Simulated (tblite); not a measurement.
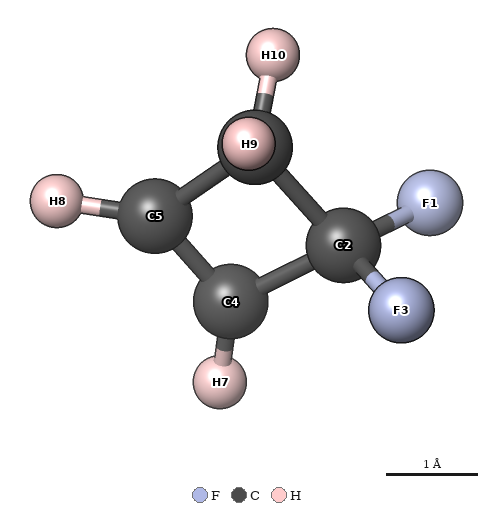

This is the input geometry for a relaxation of C4H4F2. A ball-and-stick model, seen at a tilt.

Theory: GFN2-xTB geometry optimisation, gas phase in tblite.

```xyz
10

F    -1.5694   -0.7970    1.0530
C    -0.8433   -0.4212   -0.0301
F    -1.6498   -0.5447   -1.0893
C     0.5646   -0.9898   -0.1492
C     1.1721    0.1949   -0.0154
C    -0.1351    0.9493    0.1126
H     0.9141   -2.0126   -0.2776
H     2.2172    0.5229   -0.0198
H    -0.3595    1.6543   -0.6865
H    -0.3021    1.4485    1.0800
```

Question: Predict the outcome.

Answer: After 13 geometry steps the energy has fallen by 0.056 eV. H8 moves most after the best rigid fit: 0.043 Å. By element the largest moves are H 0.043 Å, C 0.031 Å, F 0.022 Å. Some distances before and after: C5–H8 1.095 → 1.073 Å, C2–F3 1.337 → 1.357 Å, C4–H7 1.088 → 1.072 Å, C2–C4 1.523 → 1.507 Å. Bond angles that change, for instance: C2–C6–C5 86.9° → 84.6°, C4–C5–C6 93.3° → 95.6°, C4–C2–C6 85.1° → 87.1°.

Step by step:

```csv
step,"E − E(0), eV"
0,0.0000
1,-0.0373
2,-0.0480
3,-0.0527
4,-0.0540
5,-0.0548
6,-0.0554
7,-0.0556
8,-0.0558
9,-0.0558
10,-0.0559
11,-0.0559
12,-0.0560
13,-0.0560
```

The structure at the end:

```xyz
10

F    -1.5503   -0.8068    1.0475
C    -0.8146   -0.4119   -0.0219
F    -1.6333   -0.5512   -1.0946
C     0.5675   -1.0004   -0.1440
C     1.1529    0.1888   -0.0210
C    -0.1296    0.9697    0.1180
H     0.8961   -2.0115   -0.2783
H     2.1747    0.5168   -0.0170
H    -0.3584    1.6607   -0.6907
H    -0.2961    1.4505    1.0797
```
